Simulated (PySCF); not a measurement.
**[ScS2]-: structure of the singlet**

The task is one start of a wider search on [ScS2]-: the singlet, from a side-on start. It is relaxed, tested by its Hessian and followed downhill if it is a saddle.

Program: PySCF 2.14.0. Level of theory: B3LYP, basis Sc def2-SVPD, S def2-SVPD, no relativity, density fitting. These are calculated values, not measurements.

## (1) Starting geometry

3 atoms, charge -1, spin multiplicity 1.

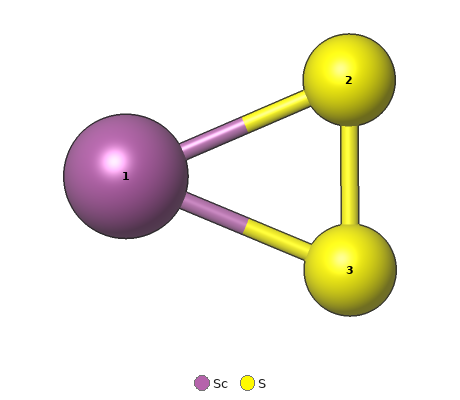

The starting geometry (scandium pink, sulfur yellow); atoms are numbered from 1 in the order of the file.

```xyz
3
charge -1 multiplicity 1
Sc    0.0000    0.0000    0.0000
S     1.0000    0.0000    2.3568
S    -1.0000    0.0000    2.3568
```

## (2) First SCF at the start

One driver script runs all steps and calls PySCF; scf.py shows how it sets up the SCF of each step. The optimiser is the driver's own. After this first run the driver tries any further starts and a stability analysis.

Contents of scf.py:

```python
from pyscf import gto, scf, dft
mol = gto.M(atom='''
Sc     0.000000     0.000000     0.000000
S      1.000000     0.000000     2.356825
S     -1.000000     0.000000     2.356825''',
    basis={'Sc': 'def2-SVPD', 'S': 'def2-SVPD'},
    charge=-1, spin=0)
mf = dft.RKS(mol, xc='B3LYP')
mf.grids.atom_grid = (50, 194)
aux = {'Sc': 'def2-universal-JKFIT', 'S': 'def2-universal-JKFIT'}
mf = mf.density_fit(auxbasis=aux)
mf.conv_tol = 1e-08
mf.diis_space = 10
mf.max_cycle = 60
mf.init_guess = 'minao'
mf.verbose = 4
mf.kernel()
```

Command:

```sh
> OMP_NUM_THREADS=2 python axn.py task.json out
```

The runs that follow: Relaxation: side-on start, singlet; Vibrations and properties at this point.

**Question.** What will these runs give? Wanted: minimum; geometry; wavenumbers; dipole moment; highest occupied, lowest empty level; polar-tensor charge of Sc1; zero-point energy.

**Answer**, as computed:

```
                            quantity                                                            value
                             minimum                                                     singlet, C2v
                            geometry  Sc–S 2.400 Å (×2), S–S 2.150 Å; S–Sc–S 53.2°, S–S–Sc 63.4° (×2)
                  wavenumbers (cm⁻¹)                                     258 (b2), 367 (a1), 478 (a1)
      dipole moment (centre of mass)                                                           2.09 D
highest occupied, lowest empty level                                                    0.09, 1.81 eV
          polar-tensor charge of Sc1                                                          -0.17 e
                   zero-point energy                                                       6.6 kJ/mol
                 entropy at 298.15 K                                                  284.4 J/(mol K)
```

**Reading.** The side-on start keeps its C2v symmetry and ends in a minimum. The strongest infrared band lies at 478 cm⁻¹ (a1). Only this shape and spin were tried, so other structures or states may lie lower. A highest occupied level above zero is common for anions with such functionals; it warns that the extra electron is poorly described.
